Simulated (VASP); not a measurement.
Data:

```yaml
crystal:
  lattice:
    - [4.05696, 0.00000, 0.00000]
    - [0.00000, 4.05696, 0.00000]
    - [0.00000, 0.00000, 4.05696]
  atoms:
    - { symbol: Sc, position: [0.00000, 0.00000, 0.00000] }
    - { symbol: Al, position: [0.00000, 0.50000, 0.50000] }
    - { symbol: Al, position: [0.50000, 0.00000, 0.50000] }
    - { symbol: Al, position: [0.50000, 0.50000, 0.00000] }
```

These are PBE GGA with D4 dispersion, VASP's PBE PAW potentials (set 64) (plane waves; VASP 6.6.1) values and carry that method's errors. Numerical set-up: 520 eV cut-off, 9×9×9 Γ-centred mesh, tetrahedra with Blöchl corrections, potentials Sc_sv Al.

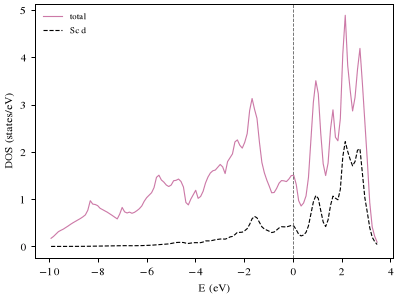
Figure: Total and projected density of states, zero at the Fermi level

Within 2 eV below the Fermi level the largest weight inside VASP's projection spheres is Sc d, then Al p.

It has no gap at this level: it comes out as a metal or semimetal.

The compound is Al3Sc in the L1_2 structure. It was relaxed first.
